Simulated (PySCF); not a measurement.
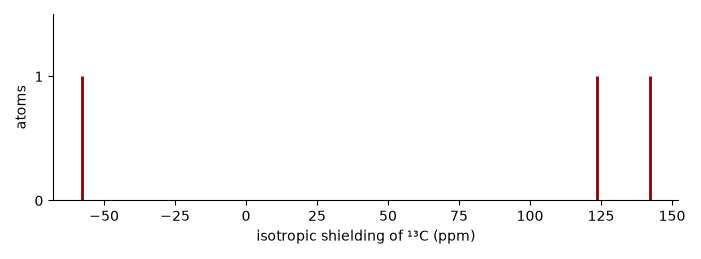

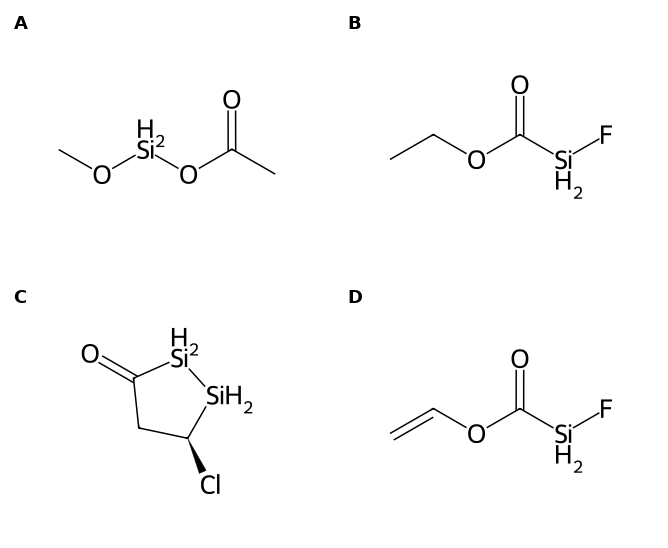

The sticks are computed shieldings of one of the molecules, for one fixed geometry (GFN2-xTB) without averaging over rotations. Low shielding means a high chemical shift. Method: GIAO PBE0/pcSseg-1 NMR shielding, non-relativistic, gas phase (PySCF 2.14.0).

**Match the spectrum to a structure.**

C, `O=C1C[C@H](Cl)[SiH2][SiH2]1`. Its 3 C atoms give lines at −57.9, 123.4, 142.2 ppm.

The geometry is semi-empirical. Around Si such bond lengths and angles can be off by a tenth of an ångström or more and by several degrees, and values that hang on the shape move with them.
